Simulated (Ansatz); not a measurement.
**Frequency calculation of GaH₃Cl₂O**

System: GaH₃Cl₂O.
Method: RKS PBE/def2-SVP (Ansatz 0.2.0).

It belongs to a series of runs on one base structure; here: vibrations at the highest image of the band.

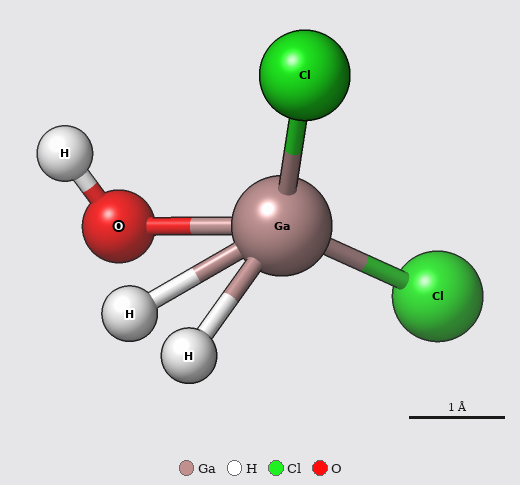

Figure 1. The structure (ball-and-stick view, seen at a tilt). Sticks mark near contacts.

## Input
```yaml
crystal:
  periodic: [false, false, false]
  atoms:
    - { symbol: Ga, position_ang: [0.058448, -0.304984, -0.152156] }
    - { symbol: H, position_ang: [0.015296, -0.083993, 1.671516] }
    - { symbol: Cl, position_ang: [1.880747, 0.460261, -0.992355] }
    - { symbol: Cl, position_ang: [-1.871481, 0.154391, -0.999591] }
    - { symbol: O, position_ang: [0.178191, -2.071017, 0.635215] }
    - { symbol: H, position_ang: [-0.611398, -2.633564, 0.495014] }
    - { symbol: H, position_ang: [0.022597, -1.068896, 1.539956] }
basis:
  gaussian: { orbitals: def2-SVP }
hamiltonian:
  xc: pbe
phonons: {}
```

Machine: 2 threads of Arm Neoverse N1, 24 GiB of memory available, shared host.

Command:
```bash
ansatz run input.yaml --threads 2 --pin off --max-ram 3072MiB --backend cpu --events-out ev --progress --plain --runs-dir out
```

## Log
```
Engine: ansatz 0.2.0, aarch64-unknown-linux-gnu
Functional definition: PBE
  parameter kappa = 0.804
  parameter beta = 0.06672455060314922
  exchange = pbe_x(kappa = kappa, mu = beta*pi^2/3)
  correlation = pbe_c(beta = beta)
1062 factors; their error is unknown
mean field evaluation 1: about -79478.4894 eV, gradient 6.2e1 eV
mean field evaluation 2: about -79419.9490 eV, gradient 1.7e2 eV
mean field evaluation 4: about -79484.4644 eV, gradient 1.6e1 eV
mean field evaluation 8: about -79484.9020 eV, gradient 1.7e-1 eV
mean field evaluation 16: about -79484.8482 eV, gradient 1.1e-4 eV
mean field -79484.84819454 eV, -2921.0142943842 hartree, gradient 4.8e-5 eV, S^2 0.000000; 0 other end points of the search recorded, 0 dependent functions left out
the calculation of the forces begins
reference -79484.84823089 eV, -2921.0142957199 hartree; 38, 38 occupied and 59, 59 virtual orbitals, 1062 factors
these checks for a lower state are left out or cut short: stability, starts, cluster_reference, orbital_swaps, neighbouring_geometries, increment
1062 factors; their error is unknown
mean field -79484.84812912 eV, -2921.0142919799 hartree, gradient 2.5e-6 eV, S^2 0.000000; 0 other end points of the search recorded, 0 dependent functions left out
[... from here on the field's lines of each further geometry are left out, up to the last ...]
the calculation of the forces begins
reference -79484.84822096 eV, -2921.0142953552 hartree; 38, 38 occupied and 59, 59 virtual orbitals, 1062 factors
these checks for a lower state are left out or cut short: stability, starts, cluster_reference, orbital_swaps, neighbouring_geometries, increment
1062 factors; their error is unknown
mean field -79484.84815972 eV, -2921.0142931047 hartree, gradient 1.8e-6 eV, S^2 0.000000; 0 other end points of the search recorded, 0 dependent functions left out
the calculation of the forces begins
reference -79484.84819607 eV, -2921.0142944406 hartree; 38, 38 occupied and 59, 59 virtual orbitals, 1062 factors
WARN: phonons: modes at or below zero, which the zero-point energy, F, S and C_V leave out: 1, the lowest at -1047.27 cm⁻¹. A minimum has none, and a first-order saddle one
Total energy: -79484.84823089 eV, -2921.0142957199 hartree
Atom 0 at     0.058448    -0.304984    -0.152156 Å, force     0.003858    -0.004570     0.009758 eV/Å
Atom 1 at     0.015296    -0.083993     1.671516 Å, force     0.007855    -0.007067    -0.005063 eV/Å
Atom 2 at     1.880747     0.460261    -0.992355 Å, force     0.002432     0.004047    -0.001603 eV/Å
Atom 3 at    -1.871481     0.154391    -0.999591 Å, force     0.000973    -0.001511    -0.000531 eV/Å
Atom 4 at     0.178191    -2.071017     0.635215 Å, force    -0.018394     0.008026    -0.014953 eV/Å
Atom 5 at    -0.611398    -2.633564     0.495014 Å, force     0.010665    -0.009180     0.007432 eV/Å
Atom 6 at     0.022597    -1.068896     1.539956 Å, force    -0.007388     0.010254     0.004960 eV/Å
Dipole moment:    -0.242567    -0.330094     0.279686 e Å
Vibrations: -1047.27 117.15 133.94 172.01 302.26 379.96 445.83 492.37 589.18 761.90 882.69 1279.20 1683.54 1912.74 3679.37 cm⁻¹, zero-point energy 0.795491 eV
```

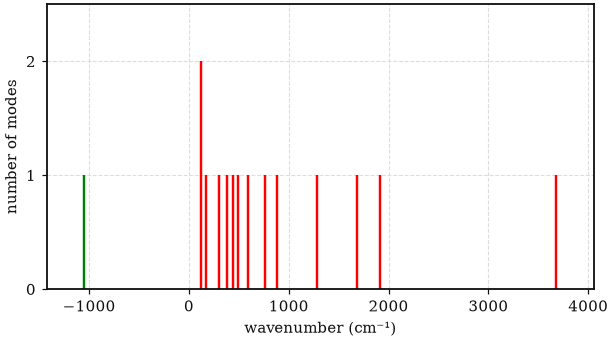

Figure 2. Harmonic vibrational wavenumbers from the force constants; neighbouring modes closer than 21 cm⁻¹ are counted in one stick, and imaginary ones are drawn at negative wavenumbers. 15 modes from 1047i to 3679 cm⁻¹, 1 imaginary beyond 8i (1047i cm⁻¹): a first-order saddle point, if the geometry is stationary.

## Results in brief

```tsv
quantity	value
outcome	converged
total energy	−79484.8482 eV
mean-field energy	−79484.8482 eV
largest force (length of the vector)	0.025 eV/Å
wall time	68 s (CPU time 2.2 min)
peak memory	0.14 GiB
```
